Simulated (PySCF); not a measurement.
# Geometry relaxation, with input and output: P₂ (part 1 of 2)

P₂, computed with RKS-mn15l/pcseg-1, optimize (PySCF 2.14.0).

Some settings of this run were made unusual or wrong on purpose. Figures and captions count atoms from 1; the log counts them from 0 in places.

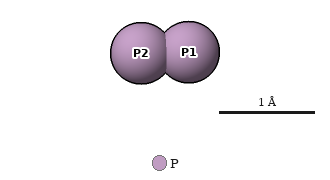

Fig. 1: The structure as given in the input (ball-and-stick view, seen at a tilt; atoms are numbered from 1 in the order of the input). Bond lengths as drawn: P–P 0.50 Å.

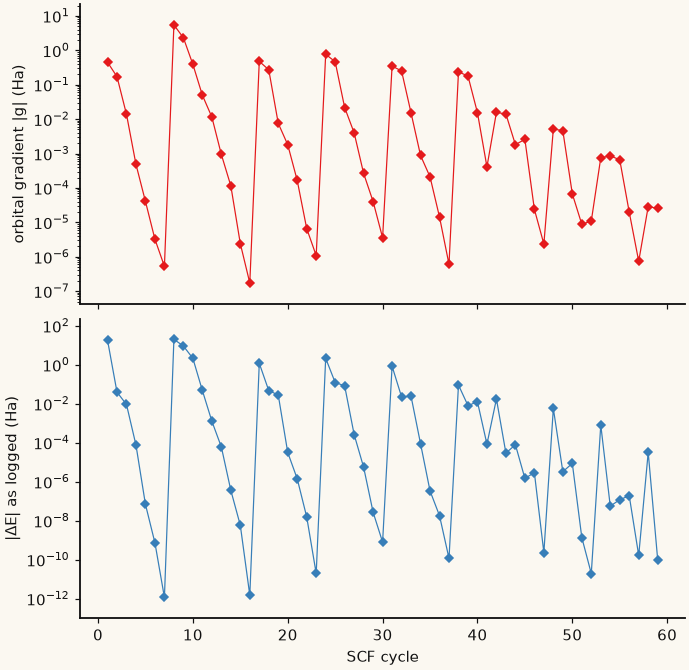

Fig. 2: Convergence of the self-consistent field: orbital gradient |g| and size of the energy change against the SCF cycle. All cycles printed in the log are drawn one after another.

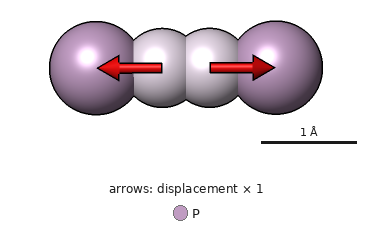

Fig. 3: Start (faint) and end (solid) with the displacements as red arrows, at true length (ball-and-stick view, seen at a tilt). The two geometries are laid on each other by the best rigid fit. The largest moves after the best rigid fit, 0.70 Å, are those of P1 and P2. Among the contacts that change: P1–P2 0.500 → 1.893 Å. (Atoms are counted from 1 in the order of the input.)

The input and output of the run follow.

Input file:
```python
from pyscf import gto, dft
from pyscf.geomopt.geometric_solver import optimize

mol = gto.M(
    atom='P 0 0 0; P 0 0 0.5',
    basis='pcseg-1',
    charge=0,
    spin=0,
    verbose=4,
)
mf = dft.RKS(mol, xc='mn15l')
mf.kernel()
g = mf.nuc_grad_method()
g.grid_response = True
mol_eq = optimize(g.as_scanner(), maxsteps=30)
print('optimised geometry (angstrom)')
print(mol_eq.tostring('raw'))
print('orbital energies (hartree):', mf.mo_energy[..., max(0, mol.nelec[1]-3):mol.nelec[0]+3].round(4))
```

Run as:
```bash
OMP_NUM_THREADS=1 python input.py
```

Output:
```
PySCF version 2.14.0

[INPUT] verbose = 4
[INPUT] num. atoms = 2
[INPUT] num. electrons = 30
[INPUT] charge = 0
[INPUT] spin (= nelec alpha-beta = 2S) = 0
[INPUT] symmetry False subgroup None
[INPUT] Mole.unit = angstrom
[INPUT] Symbol           X                Y                Z      unit          X                Y                Z       unit  Magmom
[INPUT]  1 P      0.000000000000   0.000000000000   0.000000000000 AA    0.000000000000   0.000000000000   0.000000000000 Bohr   0.0
[INPUT]  2 P      0.000000000000   0.000000000000   0.500000000000 AA    0.000000000000   0.000000000000   0.944863062283 Bohr   0.0

nuclear repulsion = 238.129744914
number of shells = 6
number of NR pGTOs = 88
number of NR cGTOs = 36
basis = pcseg-1
ecp = {}

******** <class 'pyscf.dft.rks.RKS'> ********
method = RKS
initial guess = minao
damping factor = 0
level_shift factor = 0
DIIS = <class 'pyscf.scf.diis.CDIIS'>
diis_start_cycle = 1
diis_space = 8
diis_damp = 0
SCF conv_tol = 1e-09
SCF conv_tol_grad = None
SCF max_cycles = 50
direct_scf = True
direct_scf_tol = 1e-13
XC library pyscf.dft.libxc version 7.0.0
    S. Lehtola, C. Steigemann, M. J.T. Oliveira, and M. A.L. Marques.,  SoftwareX 7, 1–5 (2018)
XC functionals = mn15l
    H. S. Yu, X. He, and D. G. Truhlar.,  J. Chem. Theory Comput. 12, 1280-1293 (2016)
    H. S. Yu, X. He, and D. G. Truhlar.,  J. Chem. Theory Comput. 12, 1280-1293 (2016)
radial grids:
    Treutler-Ahlrichs [JCP 102, 346 (1995); DOI:10.1063/1.469408] (M4) radial grids

becke partition: Becke, JCP 88, 2547 (1988); DOI:10.1063/1.454033
pruning grids: <function nwchem_prune>
grids dens level: 3
symmetrized grids: False
atomic radii adjust function: <function treutler_atomic_radii_adjust>
small_rho_cutoff = 0
Set gradient conv threshold to 3.16228e-05
Initial guess from minao.
tot grids = 38360
init E= -676.260865827852
  HOMO = -0.295612650654142  LUMO = -0.100419945324399  gap/eV = 5.31146
cycle= 1 E= -658.010909507786  delta_E= 18.2  |g|= 0.45  |ddm|= 14.3
  HOMO = -0.0882484423766114  LUMO = 0.0838760073452347  gap/eV = 4.68374
cycle= 2 E= -658.049774407418  delta_E= -0.0389  |g|= 0.171  |ddm|= 8.34
  HOMO = -0.154946031764855  LUMO = 0.0356305344570802  gap/eV = 5.18585
cycle= 3 E= -658.058778793166  delta_E= -0.009  |g|= 0.0138  |ddm|= 1.76
  HOMO = -0.150020594036415  LUMO = 0.0400627867002505  gap/eV = 5.17243
cycle= 4 E= -658.058853788469  delta_E= -7.5e-05  |g|= 0.000485  |ddm|= 0.244
  HOMO = -0.150184416906584  LUMO = 0.0399336473842724  gap/eV = 5.17338
cycle= 5 E= -658.058853855694  delta_E= -6.72e-08  |g|= 4.06e-05  |ddm|= 0.00729
  HOMO = -0.150214996322182  LUMO = 0.0399146101602222  gap/eV = 5.17369
cycle= 6 E= -658.058853856412  delta_E= -7.19e-10  |g|= 3.23e-06  |ddm|= 0.000538
  HOMO = -0.150211561218635  LUMO = 0.0399166951878283  gap/eV = 5.17365
Extra cycle  E= -658.058853856416  delta_E= -4.09e-12  |g|= 1.15e-06  |ddm|= 4.31e-05
converged SCF energy = -658.058853856416
Create scanner for <class 'pyscf.grad.rks.Gradients'>
Create scanner for <class 'pyscf.dft.rks.RKS'>
input.py

Current date and time:

#|     Arguments passed to driver run_optimizer():      |#
customengine              <pyscf.geomopt.geometric_solver.PySCFEngine object>
logIni                    [file]
maxiter                   30
----------------------------------------------------------
Custom engine selected.
Bonds will be generated from interatomic distances less than 1.20 times sum of covalent radii
6 internal coordinates being used (instead of 6 Cartesians)
Internal coordinate system (atoms numbered from 1):
Distance 1-2
Translation-X 1-2
Translation-Y 1-2
Translation-Z 1-2
Rotation-A 1-2
Rotation-B 1-2
Rotation-C 1-2
<class 'geometric.internal.Distance'> : 1
<class 'geometric.internal.TranslationX'> : 1
<class 'geometric.internal.TranslationY'> : 1
<class 'geometric.internal.TranslationZ'> : 1
<class 'geometric.internal.RotationA'> : 1
<class 'geometric.internal.RotationB'> : 1
<class 'geometric.internal.RotationC'> : 1
> ===== Optimization Info: ====
> Job type: Energy minimization
> Maximum number of optimization cycles: 30
> Initial / maximum trust radius (Angstrom): 0.100 / 0.300
> Convergence Criteria:
> Will converge when all 5 criteria are reached:
>  |Delta-E| < 1.00e-06
>  RMS-Grad  < 3.00e-04
>  Max-Grad  < 4.50e-04
>  RMS-Disp  < 1.20e-03
>  Max-Disp  < 1.80e-03
> === End Optimization Info ===

Geometry optimization cycle 1
Cartesian coordinates (Angstrom)
 Atom        New coordinates             dX        dY        dZ
   P   0.000000   0.000000   0.000000    0.000000  0.000000  0.000000
   P   0.000000   0.000000   0.500000    0.000000  0.000000  0.000000

WARN: Mole.unit (angstrom) is changed to Bohr

New geometry
   1 P      0.000000000000   0.000000000000   0.000000000000 AA    0.000000000000   0.000000000000   0.000000000000 Bohr
   2 P      0.000000000000   0.000000000000   0.500000000000 AA    0.000000000000   0.000000000000   0.944863062283 Bohr

******** <class 'pyscf.scf.hf.RKS_Scanner'> ********
method = RKS_Scanner
initial guess = minao
damping factor = 0
level_shift factor = 0
DIIS = <class 'pyscf.scf.diis.CDIIS'>
diis_start_cycle = 1
diis_space = 8
diis_damp = 0
SCF conv_tol = 1e-09
SCF conv_tol_grad = None
SCF max_cycles = 50
direct_scf = True
direct_scf_tol = 1e-13
XC library pyscf.dft.libxc version 7.0.0
    S. Lehtola, C. Steigemann, M. J.T. Oliveira, and M. A.L. Marques.,  SoftwareX 7, 1–5 (2018)
XC functionals = mn15l
    H. S. Yu, X. He, and D. G. Truhlar.,  J. Chem. Theory Comput. 12, 1280-1293 (2016)
    H. S. Yu, X. He, and D. G. Truhlar.,  J. Chem. Theory Comput. 12, 1280-1293 (2016)
radial grids:
    Treutler-Ahlrichs [JCP 102, 346 (1995); DOI:10.1063/1.469408] (M4) radial grids

becke partition: Becke, JCP 88, 2547 (1988); DOI:10.1063/1.454033
pruning grids: <function nwchem_prune>
grids dens level: 3
symmetrized grids: False
atomic radii adjust function: <function treutler_atomic_radii_adjust>
small_rho_cutoff = 0
Set gradient conv threshold to 3.16228e-05
tot grids = 38360
init E= -658.058853856416
  HOMO = -0.150212446892526  LUMO = 0.0399160815362874  gap/eV = 5.17366
cycle= 1 E= -658.058853856417  delta_E= -1.14e-12  |g|= 5.27e-07  |ddm|= 2.02e-05
  HOMO = -0.150212106298622  LUMO = 0.0399163340718241  gap/eV = 5.17366
Extra cycle  E= -658.058853856417  delta_E=    0  |g|= 2.43e-07  |ddm|= 9.19e-06
converged SCF energy = -658.058853856417

******** <class 'pyscf.grad.rhf.Gradients_Scanner'> for <class 'pyscf.scf.hf.RKS_Scanner'> ********
unit = Eh/Bohr
grid_response = True
--------------- RKS_Scanner gradients ---------------
         x                y                z
0 P     0.0000000000    -0.0000000000    78.6250664921
1 P    -0.0000000000     0.0000000000   -78.6250664921
----------------------------------------------
cycle 1: E = -658.058853856  dE = -658.059  norm(grad) = 111.193
Step    0 : Gradient = 7.863e+01/7.863e+01 (rms/max) Energy = -658.0588538564
Hessian Eigenvalues: -1.22391e+00 5.00000e-02 5.00000e-02 ... 5.00000e-02 5.00000e-02 5.00000e-02

Geometry optimization cycle 2
Cartesian coordinates (Angstrom)
 Atom        New coordinates             dX        dY        dZ
   P  -0.000000   0.000000  -0.100000   -0.000000  0.000000 -0.100000
   P   0.000000  -0.000000   0.600000    0.000000 -0.000000  0.100000
New geometry
   1 P     -0.000000000000   0.000000000000  -0.100000000003 AA   -0.000000000000   0.000000000000  -0.188972612463 Bohr
   2 P      0.000000000000  -0.000000000000   0.600000000003 AA    0.000000000000  -0.000000000000   1.133835674745 Bohr

******** <class 'pyscf.scf.hf.RKS_Scanner'> ********
method = RKS_Scanner
initial guess = minao
damping factor = 0
level_shift factor = 0
DIIS = <class 'pyscf.scf.diis.CDIIS'>
diis_start_cycle = 1
diis_space = 8
diis_damp = 0
SCF conv_tol = 1e-09
SCF conv_tol_grad = None
SCF max_cycles = 50
direct_scf = True
direct_scf_tol = 1e-13
XC library pyscf.dft.libxc version 7.0.0
    S. Lehtola, C. Steigemann, M. J.T. Oliveira, and M. A.L. Marques.,  SoftwareX 7, 1–5 (2018)
XC functionals = mn15l
    H. S. Yu, X. He, and D. G. Truhlar.,  J. Chem. Theory Comput. 12, 1280-1293 (2016)
    H. S. Yu, X. He, and D. G. Truhlar.,  J. Chem. Theory Comput. 12, 1280-1293 (2016)
radial grids:
    Treutler-Ahlrichs [JCP 102, 346 (1995); DOI:10.1063/1.469408] (M4) radial grids

becke partition: Becke, JCP 88, 2547 (1988); DOI:10.1063/1.454033
pruning grids: <function nwchem_prune>
grids dens level: 3
symmetrized grids: False
atomic radii adjust function: <function treutler_atomic_radii_adjust>
small_rho_cutoff = 0
Set gradient conv threshold to 3.16228e-05
tot grids = 38360
init E= -682.440160073168

WARN: HOMO 0.923486568826598 == LUMO 0.923486568826661

cycle= 1 E= -662.658349618592  delta_E= 19.8  |g|= 5.46  |ddm|=  730
  HOMO = -1.64913561287274  LUMO = -1.64651005087224  gap/eV = 0.07145
cycle= 2 E= -671.686798595736  delta_E= -9.03  |g|= 2.31  |ddm|=  700
  HOMO = -0.209905437046211  LUMO = -0.0703889154931567  gap/eV = 3.79644
cycle= 3 E= -673.786425579133  delta_E= -2.1  |g|= 0.389  |ddm|= 73.8
  HOMO = -0.10684355205837  LUMO = 0.017751774423954  gap/eV = 3.39041
cycle= 4 E= -673.833561144405  delta_E= -0.0471  |g|= 0.0496  |ddm|= 2.11
  HOMO = -0.137553944598504  LUMO = -0.00289567245214695  gap/eV = 3.66424
cycle= 5 E= -673.83481714237  delta_E= -0.00126  |g|= 0.0115  |ddm|= 0.437
  HOMO = -0.132640573537468  LUMO = 0.00104011671145342  gap/eV = 3.63764
cycle= 6 E= -673.834877020983  delta_E= -5.99e-05  |g|= 0.000941  |ddm|= 0.103
  HOMO = -0.132382221029826  LUMO = 0.00124920100467376  gap/eV = 3.63630
cycle= 7 E= -673.834877377436  delta_E= -3.56e-07  |g|= 0.000115  |ddm|= 0.00534
  HOMO = -0.132420128122385  LUMO = 0.00121434047221123  gap/eV = 3.63638
cycle= 8 E= -673.834877383154  delta_E= -5.72e-09  |g|= 2.41e-06  |ddm|= 0.000665
  HOMO = -0.132420431721459  LUMO = 0.00121450341287075  gap/eV = 3.63639
cycle= 9 E= -673.834877383156  delta_E= -1.48e-12  |g|= 1.73e-07  |ddm|= 3.29e-05
  HOMO = -0.132420360133166  LUMO = 0.00121457297206468  gap/eV = 3.63639
Extra cycle  E= -673.834877383155  delta_E= 1.14e-13  |g|= 6.41e-08  |ddm|= 1.91e-06
converged SCF energy = -673.834877383155

******** <class 'pyscf.grad.rhf.Gradients_Scanner'> for <class 'pyscf.scf.hf.RKS_Scanner'> ********
unit = Eh/Bohr
grid_response = True
--------------- RKS_Scanner gradients ---------------
         x                y                z
0 P     0.0000000000    -0.0000000000    20.3552580614
1 P    -0.0000000000     0.0000000000   -20.3552580614
----------------------------------------------
cycle 2: E = -673.834877383  dE = -15.776  norm(grad) = 28.7867
Step    1 : Displace = 1.000e-01/1.000e-01 (rms/max) Trust = 1.000e-01 (=) Grad = 2.036e+01/2.036e+01 (rms/max) E (change) = -673.8348773832 (-1.578e+01) Quality = 0.529
Hessian Eigenvalues: 5.00000e-02 5.00000e-02 5.00000e-02 ... 5.00000e-02 5.00000e-02 1.54175e+02

Geometry optimization cycle 3
Cartesian coordinates (Angstrom)
 Atom        New coordinates             dX        dY        dZ
   P   0.000000   0.000000  -0.134933    0.000000  0.000000 -0.034933
   P  -0.000000  -0.000000   0.634933   -0.000000 -0.000000  0.034933
New geometry
   1 P      0.000000000000   0.000000000001  -0.134932769839 AA    0.000000000001   0.000000000001  -0.254985980224 Bohr
   2 P     -0.000000000000  -0.000000000001   0.634932769837 AA   -0.000000000001  -0.000000000001   1.199849042503 Bohr

******** <class 'pyscf.scf.hf.RKS_Scanner'> ********
method = RKS_Scanner
initial guess = minao
damping factor = 0
level_shift factor = 0
DIIS = <class 'pyscf.scf.diis.CDIIS'>
diis_start_cycle = 1
diis_space = 8
diis_damp = 0
SCF conv_tol = 1e-09
SCF conv_tol_grad = None
SCF max_cycles = 50
direct_scf = True
direct_scf_tol = 1e-13
XC library pyscf.dft.libxc version 7.0.0
    S. Lehtola, C. Steigemann, M. J.T. Oliveira, and M. A.L. Marques.,  SoftwareX 7, 1–5 (2018)
XC functionals = mn15l
    H. S. Yu, X. He, and D. G. Truhlar.,  J. Chem. Theory Comput. 12, 1280-1293 (2016)
    H. S. Yu, X. He, and D. G. Truhlar.,  J. Chem. Theory Comput. 12, 1280-1293 (2016)
radial grids:
    Treutler-Ahlrichs [JCP 102, 346 (1995); DOI:10.1063/1.469408] (M4) radial grids

becke partition: Becke, JCP 88, 2547 (1988); DOI:10.1063/1.454033
pruning grids: <function nwchem_prune>
grids dens level: 3
symmetrized grids: False
atomic radii adjust function: <function treutler_atomic_radii_adjust>
small_rho_cutoff = 0
Set gradient conv threshold to 3.16228e-05
tot grids = 38360
init E= -677.16430831169
  HOMO = 0.0331446157021009  LUMO = 0.138950582891743  gap/eV = 2.87913
cycle= 1 E= -675.993248384526  delta_E= 1.17  |g|= 0.477  |ddm|= 2.64
  HOMO = -0.211560369045605  LUMO = -0.0797740137941077  gap/eV = 3.58609
cycle= 2 E= -676.039621382889  delta_E= -0.0464  |g|= 0.271  |ddm|= 3.36
  HOMO = -0.129409323535695  LUMO = -0.00432512148941561  gap/eV = 3.40371
cycle= 3 E= -676.067340842293  delta_E= -0.0277  |g|= 0.00752  |ddm|= 1.33
  HOMO = -0.129257537812647  LUMO = -0.00427142327359677  gap/eV = 3.40105
cycle= 4 E= -676.067371962826  delta_E= -3.11e-05  |g|= 0.0018  |ddm|= 0.241
  HOMO = -0.130422314269049  LUMO = -0.00523470231738407  gap/eV = 3.40653
cycle= 5 E= -676.067373352192  delta_E= -1.39e-06  |g|= 0.000165  |ddm|= 0.0368
  HOMO = -0.13034384259918  LUMO = -0.0051844057662632  gap/eV = 3.40576
cycle= 6 E= -676.067373367453  delta_E= -1.53e-08  |g|= 6.59e-06  |ddm|= 0.00178
  HOMO = -0.130343955484586  LUMO = -0.00518364872870909  gap/eV = 3.40579
cycle= 7 E= -676.067373367473  delta_E= -1.93e-11  |g|= 1.08e-06  |ddm|= 0.000176
  HOMO = -0.130344150463268  LUMO = -0.00518390126014674  gap/eV = 3.40578
Extra cycle  E= -676.067373367472  delta_E= 1.14e-13  |g|= 7.23e-07  |ddm|= 2.21e-05
converged SCF energy = -676.067373367472

******** <class 'pyscf.grad.rhf.Gradients_Scanner'> for <class 'pyscf.scf.hf.RKS_Scanner'> ********
unit = Eh/Bohr
grid_response = True
--------------- RKS_Scanner gradients ---------------
         x                y                z
0 P    -0.0000000000    -0.0000000000    13.9997096763
1 P     0.0000000000     0.0000000000   -13.9997096763
----------------------------------------------
cycle 3: E = -676.067373367  dE = -2.2325  norm(grad) = 19.7986
Step    2 : Displace = 3.493e-02/3.493e-02 (rms/max) Trust = 1.000e-01 (=) Grad = 1.400e+01/1.400e+01 (rms/max) E (change) = -676.0673733675 (-2.232e+00) Quality = 1.661
Hessian Eigenvalues: 5.00000e-02 5.00000e-02 5.00000e-02 ... 5.00000e-02 5.00000e-02 4.81383e+01

Geometry optimization cycle 4
Cartesian coordinates (Angstrom)
 Atom        New coordinates             dX        dY        dZ
   P   0.000000   0.000000  -0.211881    0.000000  0.000000 -0.076948
   P  -0.000000  -0.000000   0.711881   -0.000000 -0.000000  0.076948
New geometry
   1 P      0.000000000016   0.000000000024  -0.211881068591 AA    0.000000000029   0.000000000046  -0.400397190617 Bohr
   2 P     -0.000000000016  -0.000000000024   0.711881068588 AA   -0.000000000029  -0.000000000046   1.345260252893 Bohr

******** <class 'pyscf.scf.hf.RKS_Scanner'> ********
method = RKS_Scanner
initial guess = minao
damping factor = 0
level_shift factor = 0
DIIS = <class 'pyscf.scf.diis.CDIIS'>
diis_start_cycle = 1
diis_space = 8
diis_damp = 0
SCF conv_tol = 1e-09
SCF conv_tol_grad = None
SCF max_cycles = 50
direct_scf = True
direct_scf_tol = 1e-13
XC library pyscf.dft.libxc version 7.0.0
    S. Lehtola, C. Steigemann, M. J.T. Oliveira, and M. A.L. Marques.,  SoftwareX 7, 1–5 (2018)
XC functionals = mn15l
    H. S. Yu, X. He, and D. G. Truhlar.,  J. Chem. Theory Comput. 12, 1280-1293 (2016)
    H. S. Yu, X. He, and D. G. Truhlar.,  J. Chem. Theory Comput. 12, 1280-1293 (2016)
radial grids:
    Treutler-Ahlrichs [JCP 102, 346 (1995); DOI:10.1063/1.469408] (M4) radial grids

becke partition: Becke, JCP 88, 2547 (1988); DOI:10.1063/1.454033
pruning grids: <function nwchem_prune>
grids dens level: 3
symmetrized grids: False
atomic radii adjust function: <function treutler_atomic_radii_adjust>
small_rho_cutoff = 0
Set gradient conv threshold to 3.16228e-05
tot grids = 38360
init E= -680.911231952212
  HOMO = 0.128468429763552  LUMO = 0.219889083903592  gap/eV = 2.48768
cycle= 1 E= -678.788241433859  delta_E= 2.12  |g|= 0.764  |ddm|= 2.83
  HOMO = -0.285084880405224  LUMO = -0.137938884437657  gap/eV = 4.00405
cycle= 2 E= -678.909404686641  delta_E= -0.121  |g|= 0.465  |ddm|= 4.19
  HOMO = -0.146983634507191  LUMO = -0.0146676127949868  gap/eV = 3.60050
cycle= 3 E= -678.991158414581  delta_E= -0.0818  |g|= 0.0217  |ddm|= 1.81
  HOMO = -0.140391160573077  LUMO = -0.00939406224044873  gap/eV = 3.56461
cycle= 4 E= -678.991416972842  delta_E= -0.000259  |g|= 0.00399  |ddm|= 0.302
  HOMO = -0.14285700400544  LUMO = -0.0113534732444578  gap/eV = 3.57839
cycle= 5 E= -678.991422422567  delta_E= -5.45e-06  |g|= 0.000264  |ddm|= 0.0718
  HOMO = -0.142874116562809  LUMO = -0.0114170441740385  gap/eV = 3.57713
cycle= 6 E= -678.991422449241  delta_E= -2.67e-08  |g|= 4.02e-05  |ddm|= 0.00119
  HOMO = -0.142869786958669  LUMO = -0.0114108985203198  gap/eV = 3.57718
cycle= 7 E= -678.991422450024  delta_E= -7.83e-10  |g|= 3.57e-06  |ddm|= 0.000423
  HOMO = -0.142871257709825  LUMO = -0.0114121649501567  gap/eV = 3.57718
Extra cycle  E= -678.991422450027  delta_E= -3.18e-12  |g|= 2.71e-06  |ddm|= 2.34e-05
converged SCF energy = -678.991422450027

******** <class 'pyscf.grad.rhf.Gradients_Scanner'> for <class 'pyscf.scf.hf.RKS_Scanner'> ********
unit = Eh/Bohr
grid_response = True
```
